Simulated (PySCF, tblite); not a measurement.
# 4,4-dimethyl-2-pentynal (C₇H₁₀O): dynamics, then NMR shifts on frames, part 2 of 2

tblite 0.8.0 and PySCF 2.14.0. Atoms count from 0. Earlier steps stand in the parts before.

### Step 5. Nuclear shieldings: 625 fs, PBE0/pcSseg-1

Job settings and geometry (Å):

```
{"job": {"kind": "nmr", "xc": "PBE0", "basis": "pcSseg-1", "pop": false}, "charge": 0, "multiplicity": 1}
C     -0.208000    -1.572000     1.637400
C     -0.317600    -1.074500     0.181000
C     -1.393400     0.045200    -0.047600
C     -0.422900    -2.200300    -0.827400
C      0.900400    -0.314300    -0.032400
C      2.022800     0.199800    -0.187600
C      3.133200     1.118600    -0.348800
O      4.078500     1.164900     0.344800
H     -1.205200    -2.046900     1.715900
H     -0.273100    -0.728900     2.328200
H      0.613500    -2.240700     1.826100
H     -2.352700    -0.427600    -0.121100
H     -1.279800     0.703900    -0.998500
H     -1.408100     0.730900     0.825500
H     -1.242700    -2.839900    -0.581600
H      0.532300    -2.781000    -0.798000
H     -0.471200    -1.818600    -1.810200
H      2.959200     1.742900    -1.196800
```

With the program's defaults for keys left out, this is: GIAO PBE0/pcSseg-1 NMR shielding, non-relativistic, gas phase.

Output:

```text
coarse grid: 14888 points
cycle   1  E = -347.2393747147  dE =  1.053e+00  |g| = 7.950e-01  |ddm| = 3.878e+00
cycle   2  E = -346.9189114633  dE =  3.205e-01  |g| = 1.512e+00  |ddm| = 2.253e+00
cycle   3  E = -347.3631602627  dE = -4.442e-01  |g| = 1.825e-01  |ddm| = 1.740e+00
cycle   4  E = -347.3707798529  dE = -7.620e-03  |g| = 5.895e-02  |ddm| = 2.637e-01
cycle   5  E = -347.3713336954  dE = -5.538e-04  |g| = 3.523e-02  |ddm| = 7.505e-02
cycle   6  E = -347.3716236050  dE = -2.899e-04  |g| = 9.124e-03  |ddm| = 3.094e-02
cycle   7  E = -347.3716429345  dE = -1.933e-05  |g| = 1.713e-03  |ddm| = 7.390e-03
cycle   8  E = -347.3716435414  dE = -6.069e-07  |g| = 4.197e-04  |ddm| = 2.342e-03
final grid: 143384 points
cycle   9  E = -347.4323485145  dE = -3.541e-05  |g| = 1.212e-02  |ddm| = 6.226e-02
cycle  10  E = -347.4322854713  dE =  6.304e-05  |g| = 2.152e-02  |ddm| = 2.793e-02
cycle  11  E = -347.4323782405  dE = -9.277e-05  |g| = 3.071e-03  |ddm| = 1.904e-02
cycle  12  E = -347.4323802802  dE = -2.040e-06  |g| = 6.078e-04  |ddm| = 2.729e-03
cycle  13  E = -347.4323803415  dE = -6.132e-08  |g| = 3.167e-04  |ddm| = 6.840e-04
cycle  14  E = -347.4323803657  dE = -2.420e-08  |g| = 6.365e-05  |ddm| = 3.154e-04
cycle  15  E = -347.4323803667  dE = -1.011e-09  |g| = 1.407e-05  |ddm| = 9.765e-05
cycle  16  E = -347.4323803668  dE = -4.388e-11  |g| = 3.809e-06  |ddm| = 2.101e-05
converged SCF energy = -347.4323803668

GIAO shielding tensors (ppm)
atom      isotropic    diamagn.    paramagn.     s11        s22        s33       span
  0 C      154.381     246.563     -92.182    132.842    147.923    182.378     49.536
  1 C      158.757     246.592     -87.835    151.556    153.969    170.746     19.190
  2 C      150.068     246.520     -96.452    124.150    144.179    181.877     57.727
  3 C      159.882     246.017     -86.136    143.162    149.509    186.975     43.812
  4 C       63.192     269.087    -205.895    -20.225    -10.427    220.228    240.453
  5 C       97.791     265.614    -167.823     20.106     25.632    247.636    227.531
  6 C       14.467     252.940    -238.472    -74.741     14.842    103.301    178.042
  7 O     -338.370     396.164    -734.534   -984.376   -436.449    405.714   1390.090
  8 H       30.043      29.943       0.100     25.890     28.196     36.041     10.152
  9 H       30.130      30.178      -0.048     26.587     28.314     35.488      8.901
 10 H       30.118      29.816       0.302     26.743     27.755     35.856      9.113
 11 H       30.567      31.822      -1.255     26.834     28.230     36.637      9.803
 12 H       28.272      29.070      -0.797     24.914     26.037     33.866      8.952
 13 H       29.613      30.643      -1.030     25.777     28.021     35.043      9.266
 14 H       31.014      30.431       0.584     27.229     28.466     37.348     10.119
 15 H       29.670      28.900       0.771     25.788     27.801     35.421      9.633
 16 H       30.942      30.864       0.078     27.042     28.953     36.832      9.791
 17 H       22.679      30.721      -8.042     19.604     20.538     27.895      8.291
```

Wall time 25 s (1 thread of Arm Neoverse V1, shared host); peak memory 0.85 GiB.

In short: δ C6 172.5, C4 123.7, C5 89.1, C2 36.9, H17 9.04, H12 3.44 ppm.

### Step 6. Nuclear shieldings: 800 fs, PBE0/pcSseg-1

Job settings and geometry (Å):

```
{"job": {"kind": "nmr", "xc": "PBE0", "basis": "pcSseg-1", "pop": false}, "charge": 0, "multiplicity": 1}
C     -0.281500    -1.786500     1.384800
C     -0.297600    -0.951700     0.114300
C     -1.321800     0.225500     0.206500
C     -0.609800    -1.899100    -1.150300
C      0.997700    -0.372100    -0.119500
C      2.148900    -0.004100    -0.256700
C      3.419700     0.535900    -0.246400
O      3.770300     1.323700     0.568600
H     -1.324300    -2.034500     1.726200
H      0.127700    -1.102800     2.114800
H      0.305200    -2.704200     1.308200
H     -1.613700     0.395000     1.213300
H     -2.226500    -0.115500    -0.318300
H     -0.924200     1.127800    -0.182200
H     -1.406400    -2.615900    -0.880500
H      0.322900    -2.490600    -1.197000
H     -0.829700    -1.371800    -2.051900
H      4.136700    -0.163600    -0.880600
```

Method: GIAO PBE0/pcSseg-1 NMR shielding, non-relativistic, gas phase.

Output:

```text
coarse grid: 14888 points
cycle   1  E = -347.2281673758  dE =  1.089e+00  |g| = 8.122e-01  |ddm| = 3.978e+00
cycle   2  E = -346.8058559211  dE =  4.223e-01  |g| = 1.658e+00  |ddm| = 3.934e+00
cycle   3  E = -347.3559218584  dE = -5.501e-01  |g| = 2.175e-01  |ddm| = 3.205e+00
cycle   4  E = -347.3666429816  dE = -1.072e-02  |g| = 7.605e-02  |ddm| = 3.117e-01
cycle   5  E = -347.3673581830  dE = -7.152e-04  |g| = 5.525e-02  |ddm| = 1.019e-01
cycle   6  E = -347.3680858982  dE = -7.277e-04  |g| = 8.440e-03  |ddm| = 4.810e-02
cycle   7  E = -347.3681018618  dE = -1.596e-05  |g| = 2.151e-03  |ddm| = 8.019e-03
cycle   8  E = -347.3681028859  dE = -1.024e-06  |g| = 5.895e-04  |ddm| = 3.690e-03
final grid: 143384 points
cycle   9  E = -347.4284343862  dE = -2.266e-05  |g| = 1.258e-02  |ddm| = 5.683e-02
cycle  10  E = -347.4283516050  dE =  8.278e-05  |g| = 2.387e-02  |ddm| = 3.823e-02
cycle  11  E = -347.4284662806  dE = -1.147e-04  |g| = 3.177e-03  |ddm| = 2.782e-02
cycle  12  E = -347.4284684982  dE = -2.218e-06  |g| = 5.093e-04  |ddm| = 3.295e-03
cycle  13  E = -347.4284685351  dE = -3.682e-08  |g| = 3.003e-04  |ddm| = 6.748e-04
cycle  14  E = -347.4284685572  dE = -2.212e-08  |g| = 5.852e-05  |ddm| = 2.949e-04
cycle  15  E = -347.4284685580  dE = -8.431e-10  |g| = 1.172e-05  |ddm| = 9.444e-05
converged SCF energy = -347.4284685580

GIAO shielding tensors (ppm)
atom      isotropic    diamagn.    paramagn.     s11        s22        s33       span
  0 C      153.971     247.831     -93.860    134.648    147.757    179.509     44.861
  1 C      157.737     244.980     -87.243    151.545    156.986    164.681     13.135
  2 C      158.322     247.383     -89.062    138.864    142.543    193.557     54.693
  3 C      146.006     246.599    -100.593    123.383    133.446    181.190     57.807
  4 C       68.152     265.829    -197.677    -10.052      0.521    213.988    224.039
  5 C      100.207     268.913    -168.706     21.237     25.555    253.829    232.592
  6 C       10.301     252.750    -242.449    -75.241      2.188    103.956    179.196
  7 O     -388.780     401.834    -790.614  -1066.974   -481.904    382.537   1449.511
  8 H       29.645      29.689      -0.044     25.984     27.459     35.491      9.507
  9 H       30.112      31.034      -0.922     26.068     28.621     35.647      9.579
 10 H       30.145      30.059       0.086     26.463     28.038     35.934      9.471
 11 H       31.043      32.515      -1.472     27.130     29.433     36.566      9.436
 12 H       30.049      31.395      -1.346     25.267     28.956     35.923     10.655
 13 H       30.500      31.670      -1.171     26.209     29.199     36.091      9.882
 14 H       29.934      30.049      -0.115     26.366     28.031     35.404      9.037
 15 H       29.696      30.037      -0.341     26.028     28.354     34.705      8.678
 16 H       30.221      30.772      -0.551     27.060     27.951     35.651      8.591
 17 H       21.301      24.654      -3.353     17.941     18.882     27.081      9.140
```

It took 24 s on 1 thread of Arm Neoverse V1, shared host; peak memory 0.84 GiB.

Key values: δ C6 176.6, C4 118.8, C5 86.7, C3 40.9, H17 10.42, H8 2.07 ppm.

### Step 7. Shielding tensors: 1000 fs, PBE0/pcSseg-1

Job settings and geometry (Å):

```
{"job": {"kind": "nmr", "xc": "PBE0", "basis": "pcSseg-1", "pop": false}, "charge": 0, "multiplicity": 1}
C     -0.552300    -1.788900     1.356700
C     -0.401200    -0.954300     0.106800
C     -1.260200     0.347100     0.118900
C     -0.678000    -1.674700    -1.238100
C      0.952100    -0.466200     0.042000
C      2.109500    -0.141100    -0.069100
C      3.516900     0.096500    -0.287500
O      4.243800     0.404500     0.625700
H     -1.625900    -1.958400     1.691400
H     -0.054400    -1.413300     2.234800
H     -0.016400    -2.723600     1.139000
H     -1.417900     0.872200     1.086300
H     -2.332700     0.094500    -0.157800
H     -0.787000     1.111200    -0.548300
H     -1.487500    -2.389800    -1.225100
H      0.098800    -2.310800    -1.648900
H     -0.908600    -0.983200    -2.042700
H      3.801600     0.160300    -1.403700
```

Method: GIAO PBE0/pcSseg-1 NMR shielding, non-relativistic, gas phase.

Output:

```text
coarse grid: 14888 points
cycle   1  E = -347.2288910668  dE =  9.996e-01  |g| = 8.287e-01  |ddm| = 3.973e+00
cycle   2  E = -346.7934120886  dE =  4.355e-01  |g| = 1.694e+00  |ddm| = 2.986e+00
cycle   3  E = -347.3639972246  dE = -5.706e-01  |g| = 2.064e-01  |ddm| = 2.358e+00
cycle   4  E = -347.3735809967  dE = -9.584e-03  |g| = 7.280e-02  |ddm| = 2.994e-01
cycle   5  E = -347.3744944122  dE = -9.134e-04  |g| = 3.903e-02  |ddm| = 8.979e-02
cycle   6  E = -347.3748466467  dE = -3.522e-04  |g| = 1.021e-02  |ddm| = 3.660e-02
cycle   7  E = -347.3748702693  dE = -2.362e-05  |g| = 2.179e-03  |ddm| = 8.558e-03
cycle   8  E = -347.3748712507  dE = -9.814e-07  |g| = 6.001e-04  |ddm| = 2.824e-03
final grid: 143384 points
cycle   9  E = -347.4347240128  dE = -1.907e-05  |g| = 1.205e-02  |ddm| = 6.586e-02
cycle  10  E = -347.4346425128  dE =  8.150e-05  |g| = 2.347e-02  |ddm| = 3.270e-02
cycle  11  E = -347.4347532222  dE = -1.107e-04  |g| = 2.740e-03  |ddm| = 2.250e-02
cycle  12  E = -347.4347548950  dE = -1.673e-06  |g| = 3.530e-04  |ddm| = 2.556e-03
cycle  13  E = -347.4347549052  dE = -1.017e-08  |g| = 2.683e-04  |ddm| = 4.588e-04
cycle  14  E = -347.4347549224  dE = -1.725e-08  |g| = 5.718e-05  |ddm| = 2.519e-04
cycle  15  E = -347.4347549232  dE = -7.911e-10  |g| = 1.039e-05  |ddm| = 8.884e-05
converged SCF energy = -347.4347549232

GIAO shielding tensors (ppm)
atom      isotropic    diamagn.    paramagn.     s11        s22        s33       span
  0 C      159.472     243.552     -84.080    139.663    152.613    186.142     46.479
  1 C      162.602     241.650     -79.048    158.414    163.777    165.615      7.201
  2 C      148.561     246.709     -98.149    125.164    138.101    182.417     57.253
  3 C      158.191     243.763     -85.572    135.308    145.250    194.013     58.704
  4 C       72.872     266.558    -193.686    -10.210      1.497    227.330    237.539
  5 C       97.900     262.864    -164.964     21.752     26.649    245.297    223.545
  6 C        4.990     253.894    -248.904    -91.060      9.339     96.692    187.752
  7 O     -403.579     397.553    -801.133  -1088.579   -507.757    385.599   1474.178
  8 H       29.314      27.596       1.718     25.207     26.840     35.895     10.688
  9 H       30.320      29.600       0.720     26.198     28.426     36.335     10.137
 10 H       29.875      28.561       1.314     25.614     28.166     35.844     10.230
 11 H       29.516      30.504      -0.988     26.139     27.045     35.363      9.224
 12 H       29.174      29.807      -0.633     25.206     27.314     35.003      9.796
 13 H       29.193      30.038      -0.845     25.323     27.606     34.649      9.326
 14 H       30.627      29.813       0.814     26.720     27.943     37.219     10.498
 15 H       30.383      29.752       0.630     26.384     28.056     36.707     10.323
 16 H       30.446      29.937       0.508     26.281     28.629     36.426     10.145
 17 H       21.388      26.755      -5.367     18.719     19.799     25.647      6.929
```

It took 24 s on 1 thread of Arm Neoverse V1, shared host; peak memory 0.84 GiB.

This run: δ C6 181.9, C4 114.1, C5 89.0, C2 38.4, H17 10.33, H12 2.54 ppm.

### Step 8. Side by side: NMR shifts

Shifts (ppm) of some atoms, chosen among heavy atoms and hydrogens apart, with basis size and wall time:

```tsv
frame	C6	C4	C2	C3	H8	H11	O7	functions	time
250 fs	188.4	111.6	39.5	30.8	1.85	1.78	795.2	186	25 s
425 fs	189.4	126.2	45.6	32.5	0.62	2.58	784.8	186	25 s
625 fs	172.5	123.7	36.9	27.0	1.67	1.15	674.4	186	25 s
800 fs	176.6	118.8	28.6	40.9	2.07	0.67	724.9	186	24 s
1000 fs	181.9	114.1	38.4	28.7	2.40	2.20	739.7	186	24 s
```

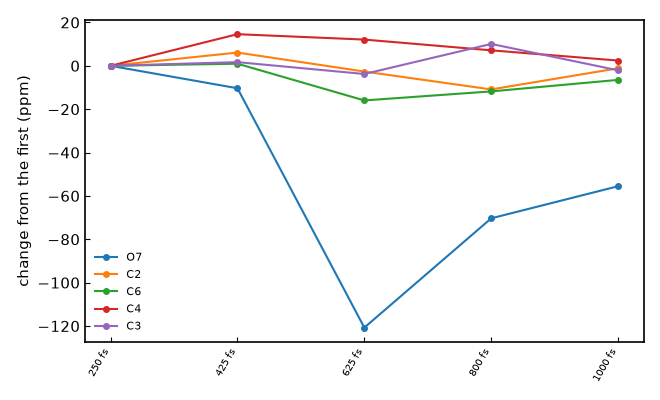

How five of the tabulated atoms move from run to run.

### Step 9. What came out

What follows sums up all 2 parts.

| quantity | value |
| --- | --- |
| thermostat | 300 K |
| mean temperature, second half | 301 K |
| mean potential energy above the minimum | 0.67 eV |
| 13C shifts against TMS (PBE0/pcSseg-1, 250 fs) | 188.4, 111.6, 90.9, 39.5, 33.4, 30.8, 23.6 ppm |
| 1H shifts against TMS (PBE0/pcSseg-1, 250 fs) | 9.91, 2.72, 2.50, 2.49, 2.16, 1.85, 1.78, 1.48, 1.10, 0.79 ppm |
| 17O shifts against H2O (PBE0/pcSseg-1, 250 fs) | 795.2 ppm |
| range of the shift of O7 | 674.4 to 795.2 ppm |

What this shows: In the second half the potential energy averages 0.67 eV above the minimum; equipartition over 48 harmonic modes at 300 K would give 0.62 eV. With 18 atoms the temperature swings widely (185 to 422 K). Shifts at one fixed geometry are not the observed spectrum, which averages over the motion. In the first frame run (250 fs): The widest tensor belongs to O7: span 1572 ppm, with a paramagnetic part of -857 ppm. Across the 5 runs the shift of O7 moves most, between 674.4 (625 fs) and 795.2 ppm (250 fs).
